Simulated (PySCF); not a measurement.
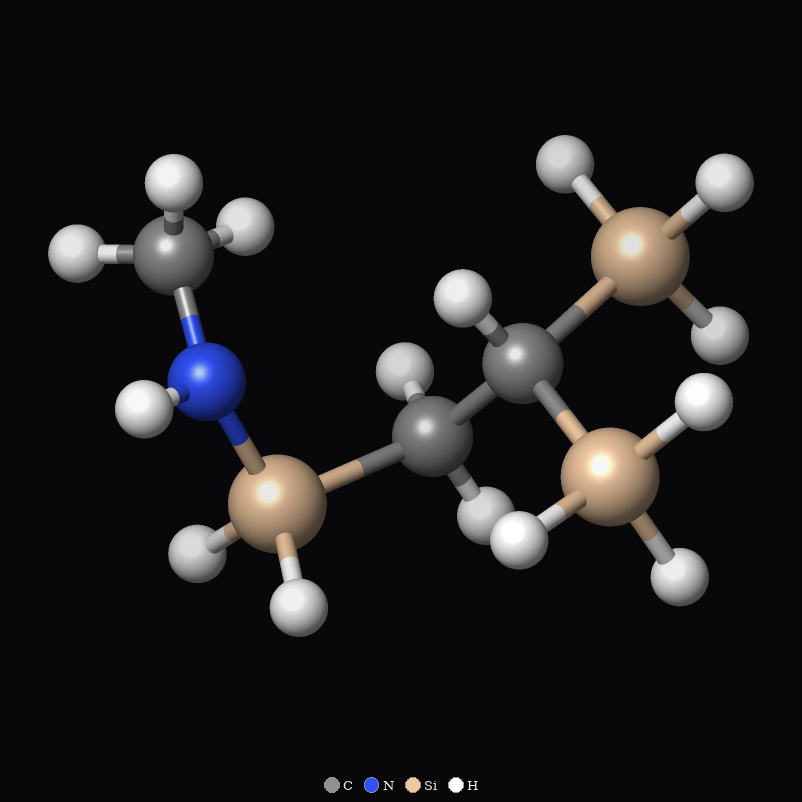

The geometry was computed by an optimisation with GFN2-xTB. No frequency run is at hand to confirm it as a minimum. Method: PBE0/pcSseg-1, gas phase (PySCF 2.14.0).

Computed properties:

The species is C3H15NSi3 (`CN[SiH2]CC([SiH3])[SiH3]`).
- dipole moment: 1.66 D
- HOMO energy (Kohn–Sham orbital): −6.77 eV
- LUMO energy (Kohn–Sham orbital): 0.42 eV
- HOMO–LUMO gap: 7.19 eV

The geometry is semi-empirical. Around Si such bond lengths and angles can be off by a tenth of an ångström or more and by several degrees, and values that hang on the shape move with them.
